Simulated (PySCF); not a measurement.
# C₃H₁₀OSi₂: runs on many settings, part 2 of 2

PySCF 2.14.0. Atoms count from 0. The steps go on from the part before.

### 4 NMR shieldings: KT3/cc-pVDZ in acetone

What the job is given:

```
{"job": {"kind": "nmr", "xc": "KT3", "basis": "cc-pVDZ", "solvent": "acetone", "pop": true, "scf": {"aux": "def2-universal-jkfit", "damp": 0.1}}, "charge": 0, "multiplicity": 1}
C      1.892557     1.269593    -0.384720
C      1.799109    -0.003115    -0.033750
Si     0.207545    -1.015142    -0.061616
C     -0.257482    -1.545966     1.701371
O     -1.011192    -0.128483    -0.669397
Si    -1.923224     1.114043    -1.154093
H      2.821011     1.820387    -0.355389
H      1.027391     1.819211    -0.721823
H      2.696572    -0.512088     0.298328
H      0.315911    -2.153564    -0.980702
H     -0.371430    -0.687392     2.358234
H     -1.195381    -2.093368     1.709598
H      0.504313    -2.190292     2.129369
H     -3.263299     0.557832    -1.325741
H     -1.360643     1.615413    -2.408630
H     -1.889357     2.141874    -0.112448
```

Method: GIAO KT3/cc-pVDZ NMR shielding, non-relativistic, IEF-PCM acetone.

The log of the run:

```text
damping 0.10 in the first 6 cycles
final grid: 122408 points
cycle   1  E = -781.9280703817  dE =  4.827e-01  |g| = 9.855e-01  |ddm| = 7.750e+00
cycle   2  E = -781.5323090376  dE =  3.958e-01  |g| = 1.679e+00  |ddm| = 3.706e+00
cycle   3  E = -781.0800584725  dE =  4.523e-01  |g| = 2.252e+00  |ddm| = 5.265e+00
cycle   4  E = -775.5466136130  dE =  5.533e+00  |g| = 3.671e+00  |ddm| = 1.038e+01
cycle   5  E = -757.3776382257  dE =  1.817e+01  |g| = 8.443e+00  |ddm| = 3.413e+01
cycle   6  E = -705.3768078205  dE =  5.200e+01  |g| = 1.079e+01  |ddm| = 4.861e+01
cycle   7  E = -709.9365593419  dE = -4.560e+00  |g| = 1.421e+01  |ddm| = 5.905e+01
cycle   8  E = -758.8617449328  dE = -4.893e+01  |g| = 4.241e+00  |ddm| = 4.295e+01
cycle   9  E = -717.0084378093  dE =  4.185e+01  |g| = 1.166e+01  |ddm| = 3.835e+01
cycle  10  E = -732.2998991892  dE = -1.529e+01  |g| = 1.055e+01  |ddm| = 9.023e+00
cycle  11  E = -733.5400583889  dE = -1.240e+00  |g| = 1.046e+01  |ddm| = 2.376e+00
cycle  12  E = -732.8779074057  dE =  6.622e-01  |g| = 1.052e+01  |ddm| = 9.381e-01
cycle  13  E = -732.3051631056  dE =  5.727e-01  |g| = 1.050e+01  |ddm| = 1.128e+00
cycle  14  E = -734.7055947577  dE = -2.400e+00  |g| = 1.039e+01  |ddm| = 1.818e+00
cycle  15  E = -714.0009053528  dE =  2.070e+01  |g| = 1.212e+01  |ddm| = 1.069e+01
cycle  16  E = -719.2546651485  dE = -5.254e+00  |g| = 1.209e+01  |ddm| = 3.788e+00
cycle  17  E = -739.3303659913  dE = -2.008e+01  |g| = 7.737e+00  |ddm| = 4.852e+01
cycle  18  E = -768.1616542402  dE = -2.883e+01  |g| = 5.229e+00  |ddm| = 3.836e+01
cycle  19  E = -780.6275708384  dE = -1.247e+01  |g| = 2.499e+00  |ddm| = 1.570e+01
cycle  20  E = -780.3465501579  dE =  2.810e-01  |g| = 2.385e+00  |ddm| = 7.315e+00
cycle  21  E = -782.1212507592  dE = -1.775e+00  |g| = 2.307e-01  |ddm| = 4.461e+00
cycle  22  E = -782.1235856302  dE = -2.335e-03  |g| = 2.304e-01  |ddm| = 1.069e+00
cycle  23  E = -782.1362797271  dE = -1.269e-02  |g| = 9.759e-02  |ddm| = 4.650e-01
cycle  24  E = -782.1386090252  dE = -2.329e-03  |g| = 3.279e-02  |ddm| = 1.660e-01
cycle  25  E = -782.1388608465  dE = -2.518e-04  |g| = 1.497e-02  |ddm| = 8.166e-02
cycle  26  E = -782.1389213360  dE = -6.049e-05  |g| = 4.041e-03  |ddm| = 3.352e-02
cycle  27  E = -782.1389252944  dE = -3.958e-06  |g| = 8.454e-04  |ddm| = 9.408e-03
cycle  28  E = -782.1389255110  dE = -2.166e-07  |g| = 1.495e-04  |ddm| = 2.392e-03
cycle  29  E = -782.1389255181  dE = -7.050e-09  |g| = 4.786e-05  |ddm| = 5.169e-04
cycle  30  E = -782.1389255188  dE = -6.723e-10  |g| = 5.006e-06  |ddm| = 1.159e-04
converged SCF energy = -782.1389255188

GIAO shielding tensors (ppm)
atom      isotropic    diamagn.    paramagn.     s11        s22        s33       span
  0 C       75.502     255.739    -180.237    -29.032     73.769    181.769    210.801
  1 C       70.433     253.551    -183.119    -26.487     62.537    175.247    201.734
  2 Si     428.486     883.856    -455.371    383.788    427.302    474.367     90.579
  3 C      194.823     245.115     -50.292    185.958    196.337    202.174     16.216
  4 O      325.437     389.360     -63.923    248.670    358.594    369.048    120.378
  5 Si     456.160     882.557    -426.397    416.157    426.718    525.604    109.447
  6 H       25.480      29.079      -3.599     22.934     25.042     28.465      5.531
  7 H       25.769      36.411     -10.641     23.574     24.381     29.353      5.779
  8 H       25.618      30.770      -5.152     23.763     25.595     27.495      3.732
  9 H       26.480      31.391      -4.911     22.869     24.856     31.715      8.846
 10 H       31.478      32.027      -0.549     28.177     29.525     36.733      8.557
 11 H       31.353      29.836       1.516     27.606     28.975     37.477      9.871
 12 H       31.708      29.341       2.367     27.767     28.856     38.501     10.734
 13 H       26.622      30.128      -3.506     22.594     25.101     32.172      9.577
 14 H       26.512      30.947      -4.435     22.913     24.844     31.779      8.866
 15 H       26.503      32.019      -5.517     23.013     24.947     31.548      8.534
```

Run time: 2.6 min. Hardware: 1 thread of Intel Xeon at 2.50GHz, shared host; peak memory 0.7 GiB.

Key values: σ C1 70.4, C0 75.5, C3 194.8, Si2 428.5, H6 25.48, H8 25.62 ppm.

### 5 NMR shieldings: B3LYP/def2-SVP

Same as in step 4 but for these lines:

```diff
@@ -1,2 +1,2 @@
-{"job": {"kind": "nmr", "xc": "KT3", "basis": "cc-pVDZ", "solvent": "acetone", "pop": true, "scf": {"aux": "def2-universal-jkfit", "damp": 0.1}}, "charge": 0, "multiplicity": 1}
+{"job": {"kind": "nmr", "xc": "B3LYP", "basis": "def2-SVP", "pop": true}, "charge": 0, "multiplicity": 1}
 C      1.892557     1.269593    -0.384720
```

With the program's defaults for keys left out, this is: GIAO B3LYP/def2-SVP NMR shielding, non-relativistic, gas phase.

The log of the run:

```text
coarse grid: 13792 points
cycle   1  E = -774.0498095632  dE =  4.122e-01  |g| = 8.702e-01  |ddm| = 3.883e+00
cycle   2  E = -773.7752063249  dE =  2.746e-01  |g| = 1.457e+00  |ddm| = 2.219e+00
cycle   3  E = -774.1987195220  dE = -4.235e-01  |g| = 1.607e-01  |ddm| = 1.612e+00
cycle   4  E = -774.2043189732  dE = -5.599e-03  |g| = 4.955e-02  |ddm| = 1.982e-01
cycle   5  E = -774.2049502912  dE = -6.313e-04  |g| = 9.574e-03  |ddm| = 5.304e-02
cycle   6  E = -774.2049723685  dE = -2.208e-05  |g| = 4.447e-03  |ddm| = 1.382e-02
cycle   7  E = -774.2049775686  dE = -5.200e-06  |g| = 1.058e-03  |ddm| = 4.616e-03
final grid: 122408 points
cycle   8  E = -774.3195420703  dE = -2.284e-05  |g| = 5.581e-03  |ddm| = 2.106e-02
cycle   9  E = -774.3195360048  dE =  6.066e-06  |g| = 7.520e-03  |ddm| = 1.140e-02
cycle  10  E = -774.3195499141  dE = -1.391e-05  |g| = 1.069e-03  |ddm| = 6.831e-03
cycle  11  E = -774.3195502047  dE = -2.906e-07  |g| = 1.376e-04  |ddm| = 1.152e-03
cycle  12  E = -774.3195502088  dE = -4.090e-09  |g| = 7.283e-05  |ddm| = 2.079e-04
cycle  13  E = -774.3195502100  dE = -1.127e-09  |g| = 2.826e-05  |ddm| = 8.210e-05
cycle  14  E = -774.3195502101  dE = -1.905e-10  |g| = 4.728e-06  |ddm| = 2.953e-05
converged SCF energy = -774.3195502101

GIAO shielding tensors (ppm)
atom      isotropic    diamagn.    paramagn.     s11        s22        s33       span
  0 C       64.324     253.775    -189.451    -50.624     63.908    179.690    230.314
  1 C       57.836     257.175    -199.339    -50.544     47.832    176.221    226.765
  2 Si     430.599     884.144    -453.545    393.682    434.176    463.940     70.258
  3 C      190.862     247.977     -57.114    182.462    192.522    197.603     15.141
  4 O      323.000     395.056     -72.056    254.444    352.374    362.181    107.737
  5 Si     459.293     880.921    -421.628    426.776    433.039    518.065     91.289
  6 H       25.691      29.525      -3.834     22.993     25.278     28.802      5.808
  7 H       25.972      36.222     -10.249     23.332     24.736     29.849      6.517
  8 H       25.799      30.716      -4.917     23.355     25.881     28.161      4.806
  9 H       26.623      31.054      -4.431     23.130     25.005     31.735      8.605
 10 H       31.697      32.289      -0.592     28.395     29.752     36.944      8.549
 11 H       31.567      30.246       1.321     27.736     29.208     37.756     10.020
 12 H       32.029      29.868       2.161     28.110     29.204     38.774     10.664
 13 H       26.766      29.837      -3.071     22.977     25.190     32.131      9.154
 14 H       26.670      30.781      -4.111     23.257     25.052     31.699      8.442
 15 H       26.677      31.889      -5.212     23.405     25.173     31.453      8.048
```

Run time: 86 s. Hardware: 1 thread of Intel Xeon at 2.50GHz, shared host; peak memory 0.84 GiB.

In short: δ C1 134.2, C0 127.7, C3 1.2, Si2 -29.9, H6 6.19, H8 6.08 ppm.

### 6 NMR shieldings: PBE0/def2-SVP

Same as in step 5 but for these lines:

```diff
@@ -1,2 +1,2 @@
-{"job": {"kind": "nmr", "xc": "B3LYP", "basis": "def2-SVP", "pop": true}, "charge": 0, "multiplicity": 1}
+{"job": {"kind": "nmr", "xc": "PBE0", "basis": "def2-SVP", "pop": true, "scf": {"level_shift": 0.3}}, "charge": 0, "multiplicity": 1}
 C      1.892557     1.269593    -0.384720
```

Level: GIAO PBE0/def2-SVP NMR shielding, non-relativistic, gas phase.

The log of the run:

```text
final grid: 122408 points
cycle   1  E = -773.6806056837  dE =  3.976e-01  |g| = 7.256e-01  |ddm| = 3.758e+00
cycle   2  E = -773.7192079217  dE = -3.860e-02  |g| = 6.577e-01  |ddm| = 1.018e+00
cycle   3  E = -773.7925458107  dE = -7.334e-02  |g| = 1.297e-01  |ddm| = 3.214e-01
cycle   4  E = -773.7962214190  dE = -3.676e-03  |g| = 2.683e-02  |ddm| = 1.116e-01
cycle   5  E = -773.7964326824  dE = -2.113e-04  |g| = 5.578e-03  |ddm| = 3.932e-02
cycle   6  E = -773.7964461663  dE = -1.348e-05  |g| = 2.421e-03  |ddm| = 1.311e-02
cycle   7  E = -773.7964483390  dE = -2.173e-06  |g| = 7.788e-04  |ddm| = 4.532e-03
cycle   8  E = -773.7964486457  dE = -3.067e-07  |g| = 2.364e-04  |ddm| = 1.760e-03
cycle   9  E = -773.7964486886  dE = -4.292e-08  |g| = 1.030e-04  |ddm| = 7.386e-04
cycle  10  E = -773.7964486961  dE = -7.473e-09  |g| = 4.030e-05  |ddm| = 2.921e-04
cycle  11  E = -773.7964486974  dE = -1.281e-09  |g| = 1.590e-05  |ddm| = 1.176e-04
cycle  12  E = -773.7964486976  dE = -2.242e-10  |g| = 6.360e-06  |ddm| = 4.886e-05
level shift removed, Fock matrix diagonalised once more
converged SCF energy = -773.7964486976

GIAO shielding tensors (ppm)
atom      isotropic    diamagn.    paramagn.     s11        s22        s33       span
  0 C       65.065     254.390    -189.325    -52.100     63.380    183.915    236.015
  1 C       60.610     258.944    -198.334    -48.826     49.998    180.657    229.482
  2 Si     429.539     884.231    -454.692    392.056    432.096    464.466     72.410
  3 C      194.982     249.765     -54.783    186.286    197.021    201.638     15.352
  4 O      327.522     395.418     -67.896    257.323    357.825    367.419    110.096
  5 Si     456.361     881.327    -424.967    422.777    428.968    517.338     94.561
  6 H       25.469      29.528      -4.059     22.716     25.049     28.643      5.927
  7 H       25.748      35.826     -10.077     23.052     24.492     29.701      6.648
  8 H       25.609      30.886      -5.277     23.252     25.604     27.970      4.718
  9 H       26.426      30.656      -4.231     22.928     24.822     31.527      8.599
 10 H       31.583      32.307      -0.724     28.078     29.543     37.127      9.049
 11 H       31.467      30.341       1.126     27.445     28.984     37.971     10.526
 12 H       31.957      29.998       1.959     27.845     28.981     39.044     11.199
 13 H       26.569      29.557      -2.987     22.785     24.992     31.931      9.146
 14 H       26.476      30.494      -4.018     23.069     24.869     31.490      8.421
 15 H       26.484      31.569      -5.085     23.214     24.990     31.248      8.034
```

Run time: 91 s. Hardware: 1 thread of Intel Xeon at 2.50GHz, shared host; peak memory 0.69 GiB.

This run: δ C1 135.5, C0 131.1, C3 1.2, Si2 -25.8, H6 6.34, H8 6.20 ppm.

### 7 Side by side: NMR shifts

Isotropic shieldings (ppm) of some atoms, chosen among heavy atoms and hydrogens apart, with basis size and wall time:

```tsv
run	C1	C0	C3	H6	H7	Si2	Si5	functions	time
PBE0/pcSseg-1	41.1	47.1	185.3	25.24	25.52	365.8	393.8	166	1.7 min
KT3/cc-pVDZ in acetone	70.4	75.5	194.8	25.48	25.77	428.5	456.2	142	2.6 min
B3LYP/def2-SVP	57.8	64.3	190.9	25.69	25.97	430.6	459.3	142	86 s
PBE0/def2-SVP	60.6	65.1	195.0	25.47	25.75	429.5	456.4	142	91 s
```

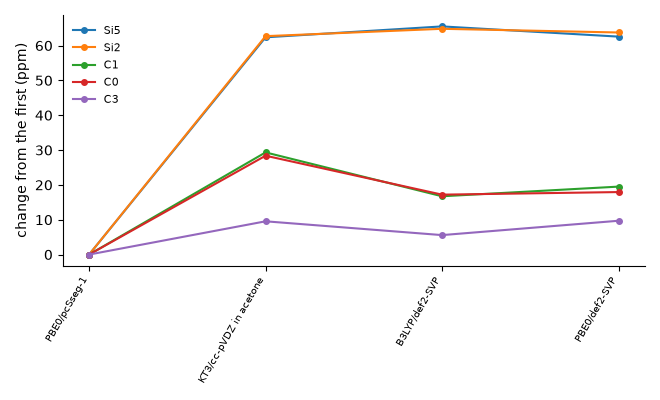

How five of the tabulated atoms move from run to run.

### 8 Outcome

What follows sums up all 2 parts.

| quantity | value |
| --- | --- |
| ¹³C shifts against TMS (PBE0/pcSseg-1) | 145.8, 139.8, 1.7 ppm |
| ¹H shifts against TMS (PBE0/pcSseg-1, means over atoms taken as alike) | 6.48, 6.33, 6.20, 5.32, 5.26, 0.24 ppm |
| ²⁹Si shifts against TMS (PBE0/pcSseg-1) | -16.6, -44.6 ppm |
| ¹⁷O shifts against H2O (PBE0/pcSseg-1) | 12.0 ppm |
| lowest singlet (PBE0/def2-SVPD) | 6.37 eV (195 nm), f = 0.007 |
| brightest single state of those computed | state 6, 7.47 eV, f = 0.182 |
| lowest triplet | 4.32 eV |
| range of the shielding of Si5 | 393.8 to 459.3 ppm |

What this shows: Single values in the summary come from the first run of each kind that ended normally (PBE0/pcSseg-1; PBE0/def2-SVPD), which need not be the best level. C1 (alkene CH) lies farthest downfield among carbon, at 145.8 ppm; as expected for a trigonal carbon in a double bond. The lowest singlet, at 6.37 eV, is HOMO−1→LUMO 0.89 and is weak; of the 6 states computed, the strongest absorption comes from state 6 at 7.47 eV (the last computed, so partners may be missing). The lowest triplet lies 2.05 eV below the lowest singlet (triplets in Tamm-Dancoff, singlets in full TDDFT). Across the 4 runs the shielding of Si5 moves most, between 393.8 (PBE0/pcSseg-1) and 459.3 ppm (B3LYP/def2-SVP).
